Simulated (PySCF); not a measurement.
# SiH2O2 (SMILES O[Si]O): wB97X/aug-cc-pVDZ

Aim: the energy change on altering one bond length of SiH2O2 at wB97X/aug-cc-pVDZ, from 2 runs. 

The results are computed with PySCF 2.14.0.

1 further run of the same task is left out (set aside as unsound or not needed).

## 1. The system as given

SiH2O2 has 5 atoms, charge 0, and is taken as a singlet. As SMILES, `O[Si]O`. Geometry: relaxed at PBE0-D4/def2-TZVP. This is one conformer, not always the lowest.

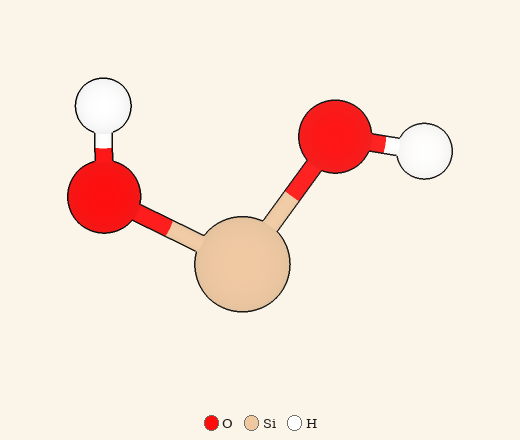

Viewed from a chosen angle; oxygen red, silicon light orange, hydrogen white.

## 2. A single-point energy at wB97X/aug-cc-pVDZ

Input file input.py:

```python
from pyscf import gto, dft

mol = gto.Mole()
mol.atom = '''
O   -1.443200  -0.105600  -0.275000
Si  -0.212000  -0.791300   0.567700
O    1.036000   0.187500   0.068600
H   -1.231900   0.648900  -0.836100
H    1.901100  -0.013100   0.433400
'''
mol.max_memory = 1860
mol.verbose = 3
mol.basis = 'aug-cc-pvdz'
mol.build()

mf = dft.RKS(mol)
mf.xc = 'wb97x'
mf.conv_tol = 1e-10
mf.grids.level = 5
mf.kernel()
if not mf.converged:
    mf = mf.newton().run(mf.mo_coeff, mf.mo_occ)

e_final = mf.e_tot
print('E = %.10f Eh' % e_final)
```

On the command line:

```console
OMP_NUM_THREADS=1 python input.py
```

Log:

```text
converged SCF energy = -441.178182202207
E = -441.1781822022 Eh
```

It took 23 s on 1 thread of Intel Xeon at 2.70GHz, shared host; peak memory 0.44 GiB.

## 3. The distorted shape, same level

Input file input.xyz:

```xyz
5
H2O2Si
O     -1.875757    -0.005298    -0.457403
Si    -0.644557    -0.690998     0.385297
O      0.603443     0.287802    -0.113803
H     -1.664457     0.749202    -1.018503
H      1.901100    -0.013100     0.433400
```

Input file job.py:

```python
from pyscf import gto, dft

molecule = gto.M(
    atom='input.xyz',
    verbose=3,
    max_memory=1860,
    basis='aug-cc-pvdz',
    charge=0,
    spin=0,
)

mf = dft.RKS(molecule, xc='wb97x')
mf.conv_tol = 1e-10
mf.grids.level = 5
mf.kernel()
if not mf.converged:
    mf = mf.newton().run(mf.mo_coeff, mf.mo_occ)

e_tot = mf.e_tot
print('E = %.10f Eh' % e_tot)
```

On the command line:

```console
OMP_NUM_THREADS=1 python job.py
```

Log:

```text
converged SCF energy = -441.087451206484
E = -441.0874512065 Eh
```

Run time: 22 s. Hardware: 1 thread of Intel Xeon at 2.70GHz, shared host; peak memory 0.44 GiB.

## 4. Outcome

At wB97X/aug-cc-pVDZ:

| quantity | value |
| --- | --- |
| first shape: total energy | -441.17818 Eh |
| first shape: dipole moment | 1.80 D |
| first shape: HOMO energy | -9.55 eV |
| first shape: LUMO energy | 0.70 eV |
| first shape: HOMO–LUMO gap | 10.25 eV |
| distorted shape: total energy | -441.08745 Eh |
| distorted shape: dipole moment | 2.34 D |
| distorted shape: HOMO energy | -9.35 eV |
| distorted shape: LUMO energy | -0.45 eV |
| distorted shape: HOMO–LUMO gap | 8.90 eV |
| energy change with the O3–H5 bond stretched from 0.960 to 1.440 Å | 2.469 eV |

What this shows: With the O3–H5 bond stretched from 0.960 to 1.440 Å the energy rises by 2.47 eV (238 kJ/mol). The first shape isn't relaxed at this level, so the change isn't measured from a minimum. Mulliken charges (first shape) run from -0.57 on O3 to +0.91 on Si2; in a basis this large or diffuse they mean little.
